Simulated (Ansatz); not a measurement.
# CH4AlBO2: single points with varied inputs, part 2 of 2

Ansatz 0.2.0, Gaussian basis; the settings change from run to run. The steps go on from the part before.

### 7 rPW86-PBE/STO-3G

Set apart from the defaults: density fitting with cc-pVTZ-jkfit, D3(BJ) with three-body dispersion.

File in.yaml:

```yaml
crystal:
  periodic: [false, false, false]
  atoms:
    - {symbol: B, position_ang: [1.614270, 1.134125, -0.896309]}
    - {symbol: O, position_ang: [0.740616, 1.082306, 0.164757]}
    - {symbol: C, position_ang: [-0.173066, 0.138680, 0.341975]}
    - {symbol: O, position_ang: [-0.780958, -0.330407, -0.644648]}
    - {symbol: Al, position_ang: [-1.466781, -1.158294, 0.992505]}
    - {symbol: H, position_ang: [2.241048, 2.141047, -0.996117]}
    - {symbol: H, position_ang: [1.736213, 0.184726, -1.605865]}
    - {symbol: H, position_ang: [-0.941155, -2.629726, 1.207645]}
    - {symbol: H, position_ang: [-2.881788, -0.608757, 1.418858]}
basis:
  gaussian: {orbitals: STO-3G, fitting: {mean_field: cc-pVTZ-jkfit}}
hamiltonian: {xc: {name: rPW86-PBE}, dispersion: d3bjatm}
output: {forces: true}
```

The run is started by

```console
> ansatz run in.yaml --threads 2 --pin off --events-out ev --progress --plain --max-ram 4352MiB
```

The program printed, cut to the lines that bear on the results:

```text
Functional definition: rPW86-PBE
  name "rPW86-PBE"
  cite "Murray, Lee & Langreth, J. Chem. Theory Comput. 5, 2754 (2009) doi:10.1021/ct900365q"
  cite "Perdew, Burke & Ernzerhof, Phys. Rev. Lett. 77, 3865 (1996) doi:10.1103/PhysRevLett.77.3865"
  parent pbe
[...]
557 factors; integrals over basis functions are off by at most 8.7e-4 eV
[...]
mean field -12330.15056283 eV, -453.1246755079 hartree, gradient 1.7e-5 eV, S^2 0.000000; 0 other end points of the search recorded, 0 dependent functions left out
[...]
reference -12330.15063934 eV, -453.1246783195 hartree; 22, 22 occupied and 11, 11 virtual orbitals, 557 factors
Total energy: -12330.30274756 eV, -453.1302681936 hartree
Atom 0 at     1.614270     1.134125    -0.896309 Å, force     0.355142     0.078582    -0.322875 eV/Å
Atom 1 at     0.740616     1.082306     0.164757 Å, force     3.065128     3.626067    -0.566344 eV/Å
Atom 2 at    -0.173066     0.138680     0.341975 Å, force    -0.675818    -1.815241     6.392309 eV/Å
Atom 3 at    -0.780958    -0.330407    -0.644648 Å, force    -3.444209    -2.588845    -4.937936 eV/Å
Atom 4 at    -1.466781    -1.158294     0.992505 Å, force    -0.123857    -0.130936     0.058469 eV/Å
Atom 5 at     2.241048     2.141047    -0.996117 Å, force    -0.075284    -0.302013    -0.044713 eV/Å
Atom 6 at     1.736213     0.184726    -1.605865 Å, force     0.068233     0.251319     0.103841 eV/Å
Atom 7 at    -0.941155    -2.629726     1.207645 Å, force    -0.378086     1.266043    -0.254775 eV/Å
Atom 8 at    -2.881788    -0.608757     1.418858 Å, force     1.208752    -0.384976    -0.427976 eV/Å
Dipole moment:    -0.049487    -0.036900     0.076943 e Å
```

Wall time 1.5 s (2 threads of Arm Neoverse V2, shared host).

Largest force 6.679 eV/Å, dipole 0.47 D.

### 8 PBE-QIDH/STO-3G

Options: high accuracy.

in.yaml: that of step 7 with these lines changed.

```diff
@@ -13,4 +13,5 @@
 basis:
-  gaussian: {orbitals: STO-3G, fitting: {mean_field: cc-pVTZ-jkfit}}
-hamiltonian: {xc: {name: rPW86-PBE}, dispersion: d3bjatm}
+  gaussian: {orbitals: STO-3G}
+hamiltonian: {xc: {name: PBE-QIDH}}
+accuracy: high
 output: {forces: true}
```

Same command.

The program printed, cut to the lines that bear on the results:

```text
Functional definition: PBE-QIDH
  name "PBE-QIDH"
  cite "Brémond, Sancho-García, Pérez-Jiménez & Adamo, J. Chem. Phys. 141, 031101 (2014) doi:10.1063/1.4890314"
  cite "Perdew, Burke & Ernzerhof, Phys. Rev. Lett. 77, 3865 (1996) doi:10.1103/PhysRevLett.77.3865"
[...]
678 factors; integrals over basis functions are off by at most 2.3e-8 eV
[...]
mean field -12292.74063353 eV, -451.7498859634 hartree, gradient 1.7e-8 eV, S^2 0.000000; 0 other end points of the search recorded, 0 dependent functions left out
9 core orbitals not correlated: weight in the atoms' cores, before any rotation towards them, 0.999 or more for the frozen orbitals, at most 0.000 for the correlated occupied ones
reference -12292.74063424 eV, -451.7498859896 hartree; 13, 13 occupied and 11, 11 virtual orbitals, 678 factors
second order -7.59579722 eV of doubles, -0.00000000 eV of singles
[...]
Total energy: -12295.27256665 eV, -451.8429327894 hartree
Atom 0 at     1.614270     1.134125    -0.896309 Å, force    -0.456530    -0.085680     0.561393 eV/Å
Atom 1 at     0.740616     1.082306     0.164757 Å, force     3.214267     2.975690    -1.392398 eV/Å
Atom 2 at    -0.173066     0.138680     0.341975 Å, force    -1.210319    -2.085836     4.898669 eV/Å
Atom 3 at    -0.780958    -0.330407    -0.644648 Å, force    -2.637569    -2.184375    -2.945649 eV/Å
Atom 4 at    -1.466781    -1.158294     0.992505 Å, force     0.114541     0.161616    -0.423086 eV/Å
Atom 5 at     2.241048     2.141047    -0.996117 Å, force    -0.244888    -0.643320    -0.031809 eV/Å
Atom 6 at     1.736213     0.184726    -1.605865 Å, force     0.009000     0.590781     0.276366 eV/Å
Atom 7 at    -0.941155    -2.629726     1.207645 Å, force    -0.603356     1.893683    -0.340598 eV/Å
Atom 8 at    -2.881788    -0.608757     1.418858 Å, force     1.814854    -0.622558    -0.602889 eV/Å
Dipole moment:    -0.069260    -0.087728     0.102495 e Å
```

It took 4.9 s on 2 threads of Arm Neoverse V2, shared host.

Largest force 5.460 eV/Å, dipole 0.73 D.

### 9 wB97X/x2c-TZVPPall

in.yaml: that of step 8 with these lines changed.

```diff
@@ -13,5 +13,4 @@
 basis:
-  gaussian: {orbitals: STO-3G}
-hamiltonian: {xc: {name: PBE-QIDH}}
-accuracy: high
+  gaussian: {orbitals: x2c-TZVPPall}
+hamiltonian: {xc: {name: wB97X}}
 output: {forces: true}
```

The command is unchanged.

The program printed, cut to the lines that bear on the results:

```text
Functional definition: wB97X
  name "wB97X"
  cite "Chai & Head-Gordon, J. Chem. Phys. 128, 084106 (2008) doi:10.1063/1.2834918"
  cite "Becke, J. Chem. Phys. 107, 8554 (1997) doi:10.1063/1.475007"
[...]
  # The coefficients of nought are those of the uniform gas.
[...]
      + exact_x_lr(omega)
[...]
      + integral(e_c_pw_opposite_spin*poly(b97_u_opposite, 1, cos1, cos2, cos3, cos4))
1155 factors; their error is unknown
286 factors; integrals over basis functions are off by at most 1.4e-5 eV
[...]
mean field -12486.05144602 eV, -458.8539272916 hartree, gradient 7.8e-5 eV, S^2 0.000000; 0 other end points of the search recorded, 0 dependent functions left out
[...]
reference -12486.05140222 eV, -458.8539256821 hartree; 22, 22 occupied and 200, 200 virtual orbitals, 1155 factors
Total energy: -12486.05140222 eV, -458.8539256821 hartree
Relativity: scalar
Atom 0 at     1.614270     1.134125    -0.896309 Å, force     0.125668     0.021904    -0.145383 eV/Å
Atom 1 at     0.740616     1.082306     0.164757 Å, force    -0.015209     0.066311     0.099465 eV/Å
Atom 2 at    -0.173066     0.138680     0.341975 Å, force    -0.088488    -0.070163     0.087112 eV/Å
Atom 3 at    -0.780958    -0.330407    -0.644648 Å, force    -0.001707    -0.015779    -0.026259 eV/Å
Atom 4 at    -1.466781    -1.158294     0.992505 Å, force    -0.054306    -0.052277     0.005769 eV/Å
Atom 5 at     2.241048     2.141047    -0.996117 Å, force    -0.014184    -0.026358    -0.006618 eV/Å
Atom 6 at     1.736213     0.184726    -1.605865 Å, force    -0.005907     0.021950     0.013081 eV/Å
Atom 7 at    -0.941155    -2.629726     1.207645 Å, force    -0.047856     0.103941    -0.005049 eV/Å
Atom 8 at    -2.881788    -0.608757     1.418858 Å, force     0.101989    -0.049528    -0.022119 eV/Å
Dipole moment:     0.200332     0.093263    -0.023447 e Å
```

Run time: 11 s. Hardware: 2 threads of Arm Neoverse V2, shared host; peak memory 0.64 GiB.

Largest force 0.193 eV/Å, dipole 1.07 D.

### 10 B3LYP/ANO-RCC-VTZP

This run has D3(BJ) with three-body dispersion, the search for lower states set to light.

in.yaml: that of step 9 with these lines changed.

```diff
@@ -13,4 +13,5 @@
 basis:
-  gaussian: {orbitals: x2c-TZVPPall}
-hamiltonian: {xc: {name: wB97X}}
+  gaussian: {orbitals: ANO-RCC-VTZP}
+hamiltonian: {xc: {name: B3LYP}, dispersion: d3bjatm}
+scf: {lower_state_search: light}
 output: {forces: true}
```

Launched as before.

The program printed, cut to the lines that bear on the results:

```text
Functional definition: B3LYP
  name "B3LYP"
  cite "Stephens, Devlin, Chabalowski & Frisch, J. Phys. Chem. 98, 11623 (1994) doi:10.1021/j100096a001"
  cite "Becke, Phys. Rev. A 38, 3098 (1988) doi:10.1103/PhysRevA.38.3098"
  cite "Lee, Yang & Parr, Phys. Rev. B 37, 785 (1988) doi:10.1103/PhysRevB.37.785"
  cite "Vosko, Wilk & Nusair, Can. J. Phys. 58, 1200 (1980) doi:10.1139/p80-159"
[...]
1519 factors; their error is unknown
[...]
mean field -12488.84576651 eV, -458.9566166757 hartree, gradient 1.3e-5 eV, S^2 0.000000; 0 other end points of the search recorded, 0 dependent functions left out
[...]
reference -12488.84609160 eV, -458.9566286223 hartree; 22, 22 occupied and 188, 188 virtual orbitals, 1519 factors
Total energy: -12489.11599623 eV, -458.9665474346 hartree
Relativity: scalar
Atom 0 at     1.614270     1.134125    -0.896309 Å, force     0.170303     0.049518    -0.133343 eV/Å
Atom 1 at     0.740616     1.082306     0.164757 Å, force     0.153192     0.151493    -0.028902 eV/Å
Atom 2 at    -0.173066     0.138680     0.341975 Å, force    -0.032037    -0.031271     0.245763 eV/Å
Atom 3 at    -0.780958    -0.330407    -0.644648 Å, force    -0.117558    -0.067785    -0.278508 eV/Å
Atom 4 at    -1.466781    -1.158294     0.992505 Å, force    -0.153939    -0.164963     0.141886 eV/Å
Atom 5 at     2.241048     2.141047    -0.996117 Å, force    -0.071108    -0.120874    -0.000887 eV/Å
Atom 6 at     1.736213     0.184726    -1.605865 Å, force    -0.008026     0.124330     0.088064 eV/Å
Atom 7 at    -0.941155    -2.629726     1.207645 Å, force    -0.044867     0.106544    -0.009021 eV/Å
Atom 8 at    -2.881788    -0.608757     1.418858 Å, force     0.104040    -0.046993    -0.025052 eV/Å
Dipole moment:     0.190813     0.086826    -0.017024 e Å
```

It took 12 s on 2 threads of Arm Neoverse V2, shared host; peak memory 0.72 GiB.

Largest force 0.310 eV/Å, dipole 1.01 D.

### 11 All runs side by side

```csv
level,charge,multiplicity,geometry,functions,energy (eV),time
revPBE0/cc-pVTZ-DK,0,1,relaxed,210,-12483.416,2.4 s
BHLYP/def2-TZVPD,0,1,relaxed,233,-12469.329,10 s
rPW86-PBE/def2-TZVPP,0,3,shaken,222,-12484.674,20 s
r2SCAN0/def2-TZVPD,0,1,scaled,233,-12466.742,7 s
SVWN5/6-31G*,0,3,relaxed,87,-12389.918,1.9 s
rPW86-PBE/STO-3G,0,1,relaxed,33,-12330.303,1.5 s
PBE-QIDH/STO-3G,0,1,relaxed,33,-12295.273,4.9 s
wB97X/x2c-TZVPPall,0,1,relaxed,222,-12486.051,11 s
B3LYP/ANO-RCC-VTZP,0,1,relaxed,210,-12489.116,12 s
```

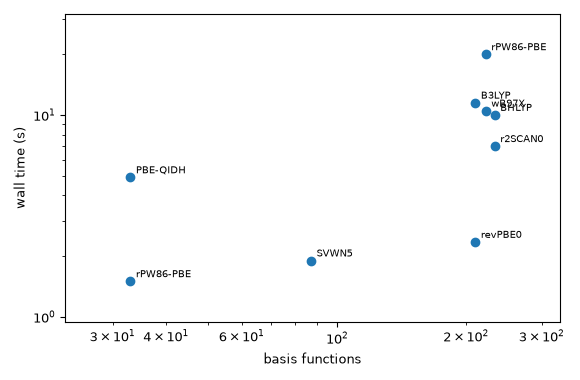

Wall time against the number of basis functions (shared host).

### 12 Summary of results

The summary covers parts 1 to 2.

```
                                         quantity                       value
                                             runs                           9
                                         quickest     rPW86-PBE/STO-3G, 1.5 s
                                          slowest  rPW86-PBE/def2-TZVPP, 20 s
spread of total energies, same state and geometry                    193.8 eV
                  dipole, same state and geometry              0.47 to 1.07 D
```

What this shows: rPW86-PBE/def2-TZVPP took 13 times as long as rPW86-PBE/STO-3G. The jobs differ in tasks and options as well as level. Total energies at one charge and spin differ by 194 eV between levels, so only differences within one level mean anything. Some of these runs are scalar-relativistic and others not, which shifts the totals of all-electron atoms past neon by eV; core potentials, where a basis has them, take the core out of the total altogether. At the PBE0-D4/def2-TZVP geometry and in the same state, runs without warnings or point charges leave forces up to 6.68 eV/Å (rPW86-PBE/STO-3G). At that geometry and state the dipole changes by 125 % between the lowest and highest value.
